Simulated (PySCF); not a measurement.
## A study: B(SiH3)3 (BH9Si3)

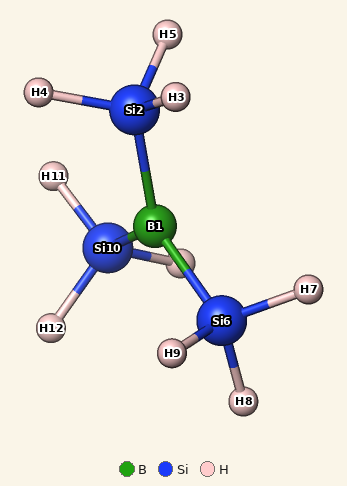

The molecule, with its atoms numbered as below. No frequency check shows the geometry to be a minimum.

Coordinates in Å:

```
B1      -0.0013   -0.0007    0.0042
Si2      0.6027    1.8759    0.0003
H3      -0.4441    2.9094    0.0732
H4       1.3697    2.2014   -1.2162
H5       1.5049    2.1757    1.1276
Si6     -1.9281   -0.4167    0.0010
H7      -2.6681    0.2884    1.0636
H8      -2.3011   -1.8323    0.1628
H9      -2.5620    0.0010   -1.2634
Si10     1.3254   -1.4590   -0.0006
H11      2.7421   -1.0648   -0.0916
H12      1.1268   -2.4050   -1.1136
H13      1.2380   -2.2724    1.2267
```

## 1. Bonding charge

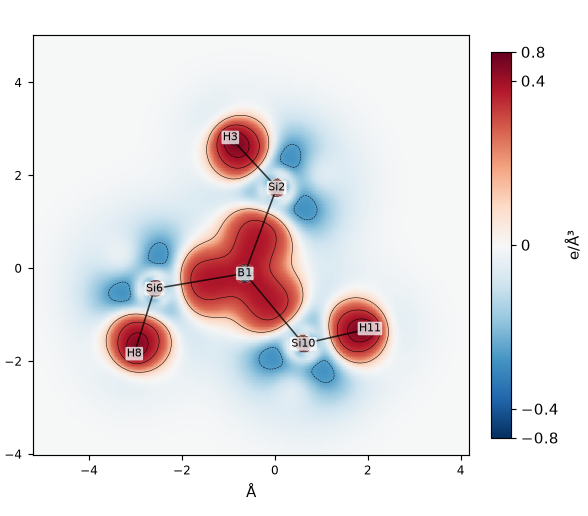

Deformation density (molecule less spherical, spin-averaged free atoms) in the plane of B1, Si2, H3, Si6, H8, Si10 and H11; colour scale in e/Å³, logarithmic beyond ±0.1; red: gain, blue: loss.

Level of theory: BP86/def2-SVP (PySCF), at a geometry from GFN2-xTB.

**Describe the bonding that the map shows.**

B1–Si2: +0.17 e/Å³ at the bond critical point (bond length 1.97 Å, Mayer order 1.0). B1–Si6: +0.17 e/Å³ at the bond critical point (bond length 1.97 Å, Mayer order 1.0). B1–Si10: +0.17 e/Å³ at the bond critical point (bond length 1.97 Å, Mayer order 1.0). Si2–H3: +0.16 e/Å³ at the bond critical point (bond length 1.47 Å, Mayer order 1.0). Si6–H8: +0.16 e/Å³ at the bond critical point (bond length 1.47 Å, Mayer order 1.0). Si10–H11: +0.16 e/Å³ at the bond critical point (bond length 1.47 Å, Mayer order 1.0). In all, 2.9 electrons gather in the regions of gain relative to the promolecule.

## 2. Local ionisation energy

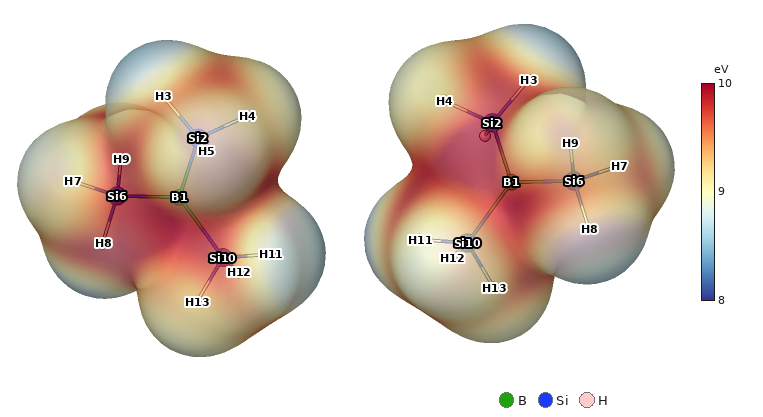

Average local ionisation energy on the surface of electron density 0.001 a.u. (back view left, front view right).

**Where are the most loosely bound electrons on this surface?**

The lowest value is 8.6 eV, 1.5 Å from H11, and at like points elsewhere. For comparison, the highest occupied orbital lies at −7.2 eV.

## 3. Localised orbitals

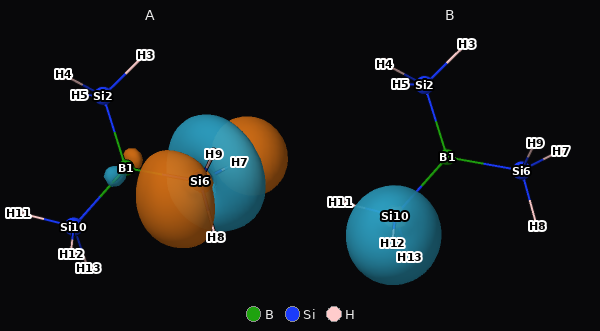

Intrinsic bond orbitals (IBO), occupied and valence-virtual; each surface holds about 85 % of the orbital's density. Energies are diagonal elements of the Fock matrix.

Computed with PySCF, B3LYP/def2-TZVP, geometry: GFN2-xTB. This is a single-reference result, which may miss multireference character in this system.

**Name the orbitals, with their atomic make-up and energies.**

By panel:
- A: σ* orbital Si6–H7 (Si6 56 %, H7 44 %; 5.3 eV)
- B: σ bond H12–Si10 (H12 55 %, Si10 44 %; −11.0 eV)

The PySCF runs shown took 17 s and 34 s on 1 thread of Arm Neoverse V1 (shared host).
